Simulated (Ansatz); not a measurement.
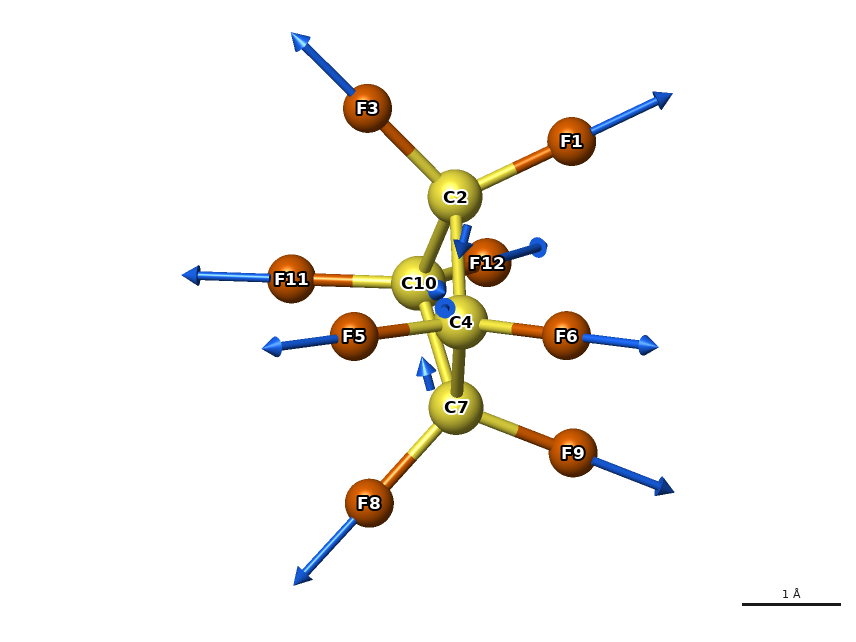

Arrows show the forces on the atoms, 1 Å of arrow for 1 eV/Å; forces under a tenth of the largest aren't drawn. Level of theory: PBE-D4/def2-TZVPP (Ansatz 0.2.0).

List the force components in the frame of the picture (x right, y up, z towards the viewer), in eV/Å.

| atom | Fx | Fy | Fz |
| --- | --- | --- | --- |
| F1 | 0.84 | 0.40 | −0.10 |
| C2 | −0.09 | −0.35 | −0.05 |
| F3 | −0.64 | 0.63 | 0.25 |
| C4 | 0.02 | 0.07 | −0.36 |
| F5 | −0.77 | −0.10 | 0.52 |
| F6 | 0.76 | −0.09 | 0.52 |
| C7 | −0.09 | 0.34 | 0.08 |
| F8 | −0.63 | −0.68 | 0.00 |
| F9 | 0.84 | −0.33 | −0.23 |
| C10 | 0.16 | −0.06 | 0.32 |
| F11 | −0.91 | 0.03 | −0.19 |
| F12 | 0.50 | 0.15 | −0.77 |
